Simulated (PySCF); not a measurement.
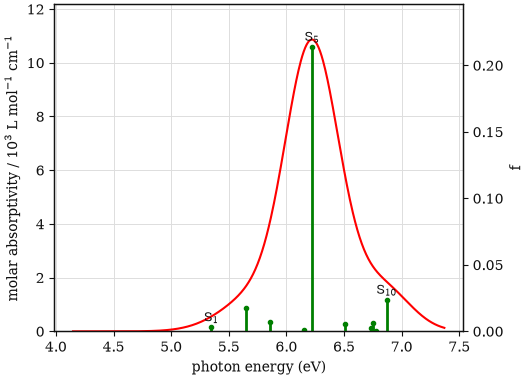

Vertical TDDFT excitations, PBE/def2-SVPD, PySCF, at a PBE0-D3(BJ)/def2-SVP geometry (no frequency check), gas phase. The lowest 10 singlet states are shown; each is broadened by a Gaussian of 1/e half-width 0.33 eV. Sticks give oscillator strengths (right axis).

### Which molecule gives this spectrum?
A. C₃H₄BCl₂N, SMILES [H]/N=C(\C=C)B(Cl)Cl
B. GaHBrCl, SMILES [Cl][GaH][Br], singlet
C. C₂H₆BClO, SMILES COB(C)Cl
D. C₅H₈Si, SMILES C#C[SiH]1CCC1

D. Its lowest singlet lies at 5.35 eV (f = 0.003) and the brightest of those computed is S5 at 6.22 eV (199 nm), f = 0.214, mixed, the largest part being HOMO → LUMO+1 (38 %).

Note: states above the negative HOMO energy depend on the basis; one conformer of a flexible molecule; core orbitals are frozen in the response.
